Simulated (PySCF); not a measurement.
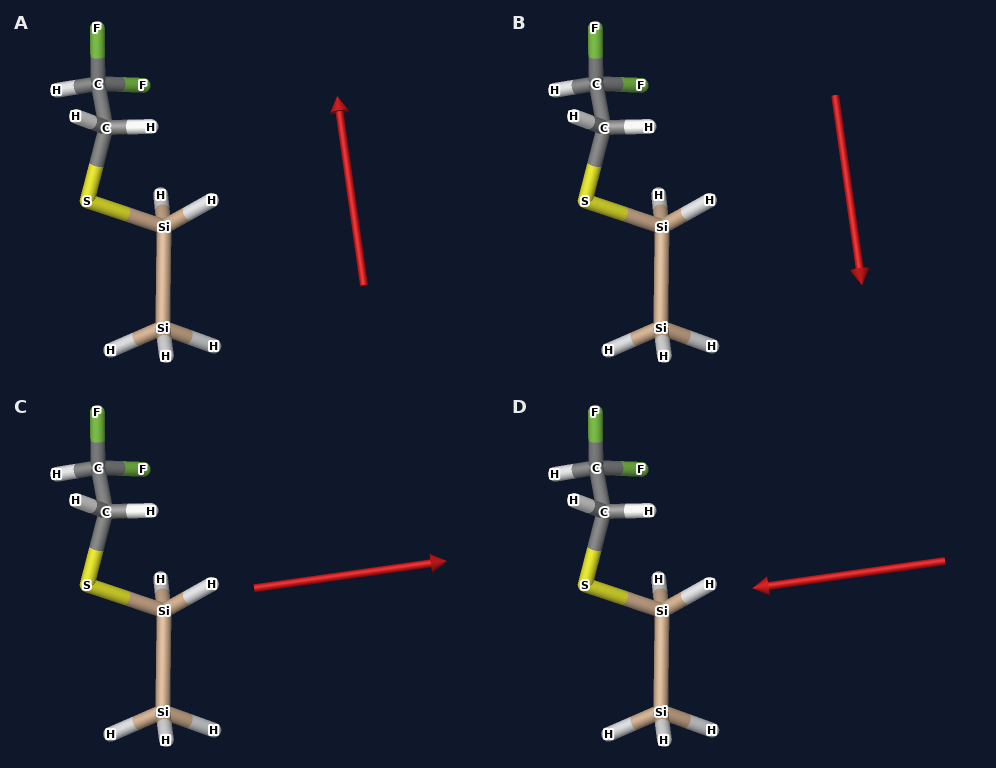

The same molecule four times, each with an arrow. The computed structure is the end point of a GFN2-xTB optimisation. No frequency run is at hand to confirm it as a minimum. Properties computed with CAM-B3LYP/def2-SVPD, gas phase (PySCF 2.14.0).

Question: Which arrow points along the dipole moment, from the negative to the positive end?

Answer: B. The dipole moment is 1.49 D.

The geometry is semi-empirical. Around Si such bond lengths and angles can be off by a tenth of an ångström or more and by several degrees, and values that hang on the shape move with them.
